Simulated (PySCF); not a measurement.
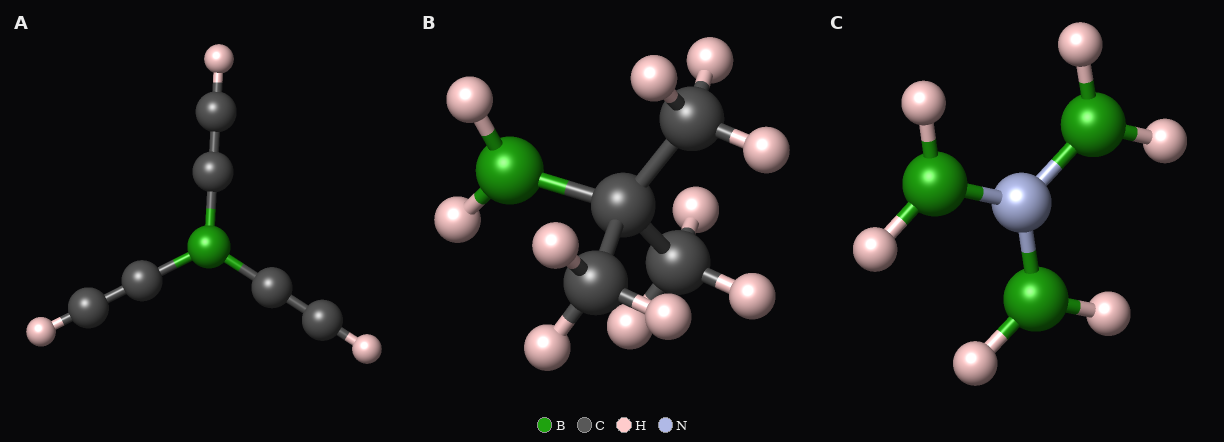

Source: calculation with PySCF.

Which panel belongs to which SMILES?
(1) BC(C)(C)C
(2) C#CB(C#C)C#C
(3) BN(B)B

A is (2), B is (1), C is (3).
